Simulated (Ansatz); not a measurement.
## Electronic structure of F12Li12 ((LiF)12 cage of four- and six-membered rings) (charge −1, doublet) in real space

The calculation's input:

```
crystal:
  periodic: [false, false, false]
  atoms:
    - {symbol: Li, position_ang: [0.442831, 0.710003, -3.447660]}
    - {symbol: F, position_ang: [1.716749, -0.007789, -2.368924]}
    - {symbol: Li, position_ang: [0.822976, -1.546794, -2.630232]}
    - {symbol: F, position_ang: [-0.552769, -0.846574, -3.509525]}
    - {symbol: Li, position_ang: [-1.637288, 0.038199, -2.389890]}
    - {symbol: F, position_ang: [-0.857907, 1.642010, -2.630760]}
    - {symbol: Li, position_ang: [-0.369984, 2.403088, -1.146796]}
    - {symbol: F, position_ang: [1.259756, 2.210901, -0.386157]}
    - {symbol: Li, position_ang: [1.972445, 0.601846, -0.709891]}
    - {symbol: F, position_ang: [1.964401, -0.562127, 0.724337]}
    - {symbol: Li, position_ang: [1.118210, -2.112578, 0.414163]}
    - {symbol: F, position_ang: [0.473762, -2.495889, -1.213169]}
    - {symbol: Li, position_ang: [-1.113735, -2.113769, -0.420160]}
    - {symbol: F, position_ang: [-1.963222, -0.564235, -0.725979]}
    - {symbol: F, position_ang: [-0.468492, -2.500330, 1.206067]}
    - {symbol: Li, position_ang: [-1.973654, 0.595594, 0.711596]}
    - {symbol: F, position_ang: [-1.264546, 2.207148, 0.392432]}
    - {symbol: Li, position_ang: [0.364794, 2.400568, 1.153631]}
    - {symbol: F, position_ang: [0.854393, 1.636346, 2.635423]}
    - {symbol: Li, position_ang: [1.637234, 0.034890, 2.389952]}
    - {symbol: Li, position_ang: [-0.819681, -1.556076, 2.625878]}
    - {symbol: F, position_ang: [-1.716659, -0.018175, 2.368874]}
    - {symbol: Li, position_ang: [-0.444239, 0.699167, 3.449731]}
    - {symbol: F, position_ang: [0.554615, -0.855405, 3.507078]}
basis:
  gaussian: {orbitals: def2-SVP, initial_orbitals: start.molden}
total_charge: -1
magnetization: {spin_polarized: true, initial_magnetization: 1}
hamiltonian: {xc: pbe0, dispersion: d4}
scf: {omitted_lower_state_checks: [starts]}
output: {orbitals: {seedname: orbitals}}
```

Run with:

```sh
ansatz run in.yaml --threads 4 --pin off --events-out ev --progress --plain --max-ram 6963MiB
```

Geometry: r2SCAN-D4/def2-SVP; the highest occupied orbital lies above zero, a sign that basis and functional describe the outermost electron poorly.

All numbers below come from UKS PBE0-D4/def2-SVP (Ansatz 0.2.0).

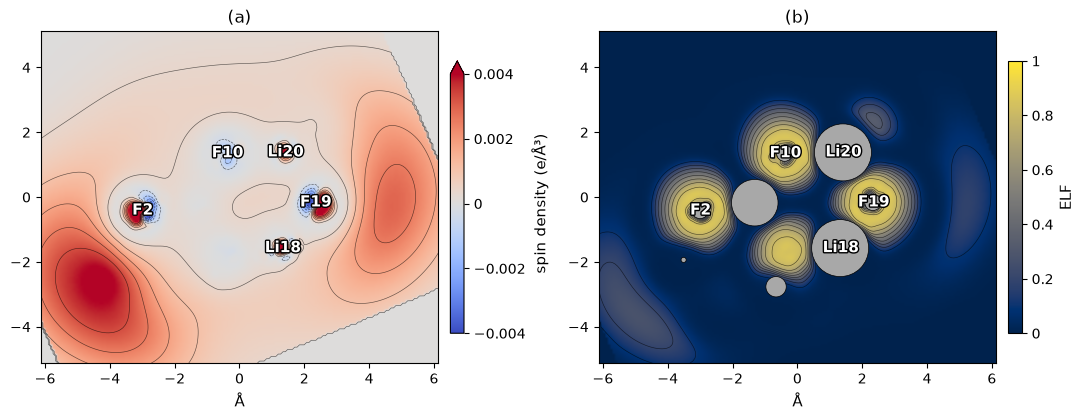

Figure 1. (a) spin density (α minus β); (b) ELF on the plane of atoms F10, Li20 and F19. Grey discs cover the atomic cores in the ELF map.

> Describe what can be read from this map.

The plane passes through F and Li nuclei.
Li–F (1.74 Å): the ELF peaks at about 0.85 in the valence shell of F, 0.5 Å from its nucleus, and falls to about 0.10 next to Li: a closed-shell, largely ionic contact.
Li–F (1.80 Å): the ELF peaks at about 0.85 in the valence shell of F, 0.6 Å from its nucleus, and falls to about 0.05 next to Li; an ionic contact with no shared pair.
The unpaired spin (1 electron) lies mostly on Li1 (about 0.2), Li23 (about 0.2), Li18 (about 0.1) and Li7 (about 0.1), in electrons by Hirshfeld's partition.

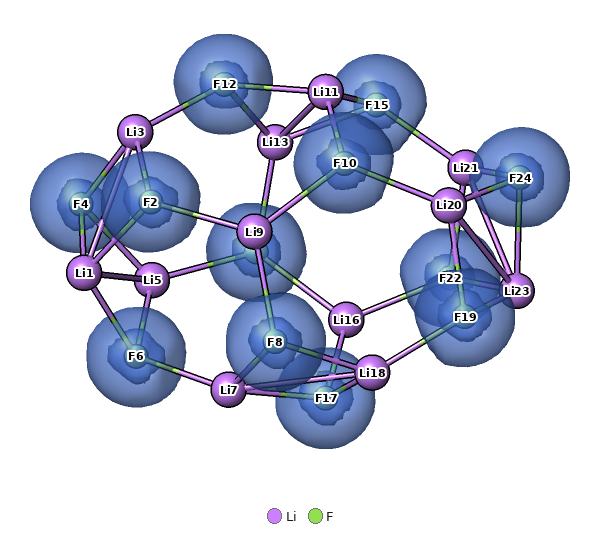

Figure 2. Isosurface of the electron localisation function at 0.75 (blue), seen at a tilt. Only the valence region is drawn (cores and ρ < 0.01 e/Å³ removed).

> Describe the localisation domains.

The ELF exceeds this value in twelve regions wrapped around F (the valence shell of each). Along the contacts the grid gives the following. Li–Li (2.38 Å): the ELF is about 0.05 at the midpoint.

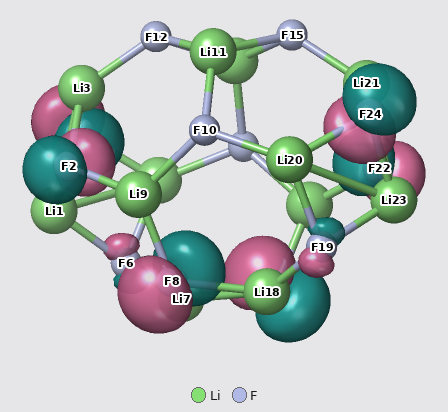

Figure 3. The HOMO−1 (α) at ±0.1 Å⁻³ᐟ² (teal and pink are the two phases), seen at a tilt.

> Where does this orbital lie, and at what energy?

It lies mainly on F8 (about 20 %), F17 (about 20 %), F24 (about 15 %), F4 (about 15 %), F2 (about 10 %) and F22 (about 10 %); largely a combination of lone pairs on F8, F17, F24, F4, F2 and F22. Its energy is −6.65 eV.
